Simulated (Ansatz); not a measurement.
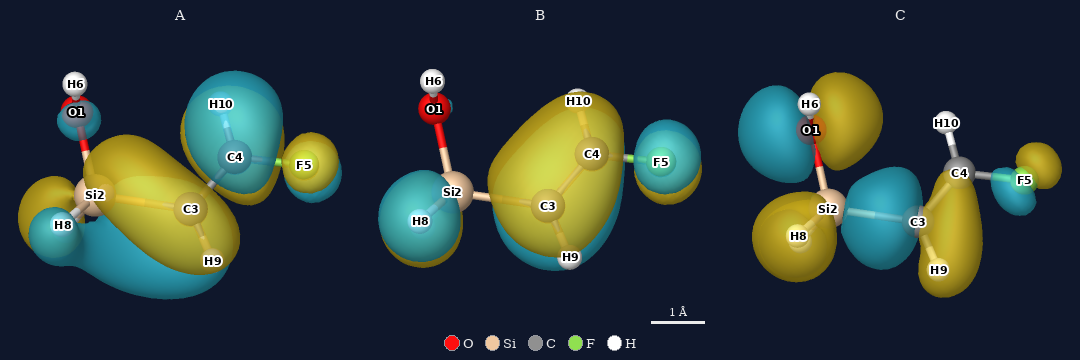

Figure. C2H5FOSi. Three frontier orbitals at ±0.08 Å⁻³ᐟ² (yellow and cyan are the two phases), in no order.

Geometry: PBE0-D4/def2-TZVP.

Level of theory: RKS PBE0-D4/def2-TZVPP (Ansatz 0.2.0).

```tsv
atom	x (Å)	y (Å)	z (Å)
O	-1.7382	-0.7452	-0.2085
Si	-0.5889	-0.4411	0.9353
C	0.9182	0.3086	0.1676
C	1.0359	0.4100	-1.1451
F	2.1074	0.9456	-1.7381
H	-2.3163	-0.0223	-0.4539
H	-0.2659	-1.7468	1.5590
H	-1.1098	0.4848	1.9798
H	1.7384	0.6770	0.7797
H	0.3023	0.0784	-1.8729
```

### Order the three orbitals by energy and name them.

C is the HOMO−1 (−8.98 eV). Its weight (Hirshfeld) is mainly on O1 (about 40 %), C3 (about 20 %), Si2 (about 15 %) and H8 (about 5 %). B is the HOMO (−7.80 eV). Its weight (Hirshfeld) is mainly on C3 (about 35 %), C4 (about 30 %) and F5 (about 10 %); π-bonding across C3–C4. A is the LUMO (−0.28 eV). Its weight (Hirshfeld) is mainly on C4 (about 35 %), C3 (about 25 %), Si2 (about 15 %) and F5 (about 5 %); π-antibonding (π*) across C4–C3.

### What is the HOMO–LUMO gap?

7.52 eV between the orbital energies.
